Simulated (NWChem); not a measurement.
# UACM/jorge-DZP-DKH (DKH2) run of CH3BF3Ge+ (SMILES [CH3][Ge+]([F])[B](F)F)

What is the electrostatic solvation energy at fixed shape (COSMO, water) of CH3BF3Ge+ at UACM/jorge-DZP-DKH (DKH2)? 

Program for the calculation: NWChem 7.3.0.

1 further run of the same task is left out (set aside as unsound or not needed).

### Step 1. The molecule

CH3BF3Ge+: 9 atoms, total charge +1, spin state singlet. As SMILES, `[CH3][Ge+]([F])[B](F)F`. Geometry: a GFN2-xTB relaxation, a rough one for these elements and not checked as a minimum.

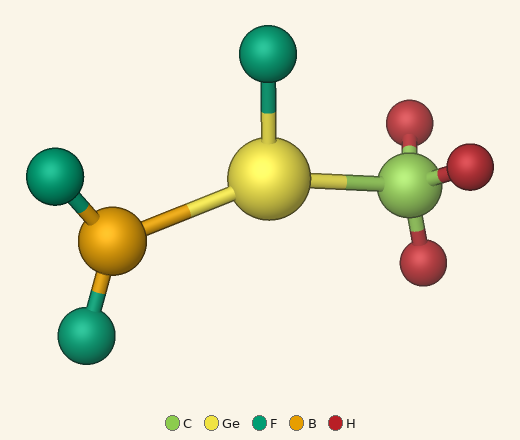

The structure, seen from a chosen angle (carbon green, germanium yellow, fluorine teal, boron amber, hydrogen red).

### Step 2. The energy at UACM/jorge-DZP-DKH (DKH2)

run.nw reads:

```
START run
memory stack 1160 mb heap 290 mb global 1450 mb
charge 1
GEOMETRY noautosym nocenter noautoz
  C    -1.827570   -0.232630   -0.019740
  Ge    0.127990    0.202360   -0.000590
  F     0.165210    1.931220   -0.020140
  B     2.303130   -0.280720    0.029180
  F     3.084040    0.724700    0.087070
  F     2.676590   -1.500590   -0.012720
  H    -2.003290   -1.308940   -0.075000
  H    -2.263930    0.280640   -0.885140
  H    -2.262170    0.183950    0.897070
END
BASIS spherical bse
  * library jorge-DZP-DKH
END
RELATIVISTIC
  douglas-kroll dkh
END
DFT
  xc acm
  odft
  grid medium
  convergence energy 1e-07
  maxiter 150
  mulliken
  noprint "final vectors analysis"
END
TASK dft energy
```

Launch:

```bash
$ nwchem run.nw > run.out
```

Log:

```text
[...]
          Wavefunction type:  spin polarized.
          No. of atoms     :     9
          No. of electrons :    72
[...]
          Charge           :     1
          Spin multiplicity:     1
[...]
          AO basis - number of functions:   133
[...]
              XC Information
              --------------
          Adiabatic Connection Method XC Potential
                     Hartree-Fock (Exact) Exchange  0.200
                        Slater Exchange Functional  0.800 local
                    Becke 1988 Exchange Functional  0.720 non-local
                      VWN V Correlation Functional  1.000 local
                Perdew 1991 Correlation Functional  0.810 non-local
[...]
 d= 0,ls=0.0,diis     1  -2462.6087334402 -2.89D+03  9.95D-03  6.64D+00    13.7
[...]
 d= 0,ls=0.0,diis    12  -2463.0116149037 -2.91D-09  2.03D-07  1.71D-09    89.1
[...]
         Total DFT energy =    -2463.011614903724
      One electron energy =    -4269.616363322682
           Coulomb energy =     1497.501295983866
    Exchange-Corr. energy =     -122.012637243427
 Nuclear repulsion energy =      431.116089678518
[...]
      Total Density - Mulliken Population Analysis
     ---------------------------------------------
    Atom       Charge   Shell Charges
 -----------   ------   -------------------------------------------------------
    1 C    6     6.48   0.93  1.05  0.69  0.62  2.51  0.67  0.02
    2 Ge  32    30.94   0.41  0.72  0.83  1.10  0.91  2.01  1.10  0.38  2.58  2.46  1.23  5.72  0.80  0.69  8.15  1.85  0.00
    3 F    9     9.43   0.96  1.01  0.89  1.11  3.97  1.48  0.00
    4 B    5     4.78   0.93  1.05  0.63  0.12  1.67  0.06  0.32
    5 F    9     8.96   0.96  1.01  0.90  0.96  4.02  1.09  0.01
    6 F    9     8.97   0.96  1.01  0.90  0.96  4.03  1.10  0.01
    7 H    1     0.83   0.72  0.09  0.03
    8 H    1     0.81   0.71  0.07  0.03
    9 H    1     0.81   0.71  0.07  0.03
[...]
      <S2> =     -0.0000 (Exact =     0.0000)
[...]
```

It took 90 s on 1 thread of Intel Xeon Platinum 8488C (Sapphire Rapids), shared host; peak memory 0.13 GiB.

### Step 3. The energy at UACM/jorge-DZP-DKH (DKH2, COSMO water)

ch3bf3ge.nw reads:

```
start ch3bf3ge
title "CH3BF3Ge ACM"
memory total 2900 mb
charge 1

geometry noautosym nocenter noautoz
C    -1.827570   -0.232630   -0.019740
Ge    0.127990    0.202360   -0.000590
F     0.165210    1.931220   -0.020140
B     2.303130   -0.280720    0.029180
F     3.084040    0.724700    0.087070
F     2.676590   -1.500590   -0.012720
H    -2.003290   -1.308940   -0.075000
H    -2.263930    0.280640   -0.885140
H    -2.262170    0.183950    0.897070
end

basis "ao basis" spherical bse
* library jorge-DZP-DKH
end

relativistic
douglas-kroll dkh
end

cosmo
dielec 78.355
end

dft
xc acm
odft
grid medium
convergence energy 1e-07
maxiter 150
mulliken
end

task dft energy
```

Launch:

```bash
$ nwchem ch3bf3ge.nw > ch3bf3ge.out
```

Log:

```text
[...]
          Wavefunction type:  spin polarized.
          No. of atoms     :     9
          No. of electrons :    72
[...]
          Charge           :     1
          Spin multiplicity:     1
[...]
          AO basis - number of functions:   133
[...]
              XC Information
              --------------
          Adiabatic Connection Method XC Potential
                     Hartree-Fock (Exact) Exchange  0.200
                        Slater Exchange Functional  0.800 local
                    Becke 1988 Exchange Functional  0.720 non-local
                      VWN V Correlation Functional  1.000 local
                Perdew 1991 Correlation Functional  0.810 non-local
[...]
 d= 0,ls=0.0,diis     1  -2462.6087334402 -2.89D+03  9.95D-03  6.64D+00    17.7
[...]
 d= 0,ls=0.0,diis     7  -2463.1270682416 -2.40D-08  6.46D-07  3.81D-08   161.3
[...]
         Total DFT energy =    -2463.127068241550
      One electron energy =    -4255.525446921699
           Coulomb energy =     1496.863436966746
    Exchange-Corr. energy =     -122.035753803963
 Nuclear repulsion energy =      431.116089678518
             COSMO energy =      -13.545394161153
[...]
      Total Density - Mulliken Population Analysis
     ---------------------------------------------
    Atom       Charge   Shell Charges
 -----------   ------   -------------------------------------------------------
    1 C    6     6.48   0.93  1.05  0.68  0.62  2.51  0.68  0.02
    2 Ge  32    30.78   0.41  0.72  0.83  1.10  0.91  2.01  1.12  0.32  2.58  2.46  1.23  5.72  0.76  0.60  8.15  1.85  0.00
    3 F    9     9.50   0.96  1.01  0.88  1.11  3.99  1.54  0.00
    4 B    5     4.76   0.93  1.05  0.63  0.13  1.65  0.06  0.30
    5 F    9     9.00   0.96  1.01  0.90  0.96  4.04  1.12  0.01
    6 F    9     9.00   0.96  1.01  0.90  0.96  4.04  1.13  0.01
    7 H    1     0.84   0.72  0.10  0.03
    8 H    1     0.82   0.71  0.09  0.03
    9 H    1     0.82   0.71  0.09  0.03
[...]
      <S2> =      0.0000 (Exact =     0.0000)
[...]
```

Run time: 2.7 min. Hardware: 1 thread of Intel Xeon Platinum 8488C (Sapphire Rapids), shared host; peak memory 0.13 GiB.

### Step 4. Results

Level: UACM/jorge-DZP-DKH (DKH2).

```
                                        quantity           value
                         gas phase: total energy  -2463.01161 Eh
                      COSMO, water: total energy  -2463.12707 Eh
                       COSMO, water: HOMO energy        -9.71 eV
                       COSMO, water: LUMO energy        -3.87 eV
                     COSMO, water: HOMO–LUMO gap         5.84 eV
        COSMO, water: solvent term in the energy   -303.1 kJ/mol
energy change from gas to solvent at fixed shape       -3.142 eV
```

**Reading.** The solvent model (COSMO, water) lowers the energy by 3.14 eV (−303 kJ/mol) at the same shape. It holds the electrostatic part alone, without cavity or dispersion terms. Mulliken charges (COSMO, water) run from -0.50 on F3 to +1.22 on Ge2; they depend strongly on the basis.
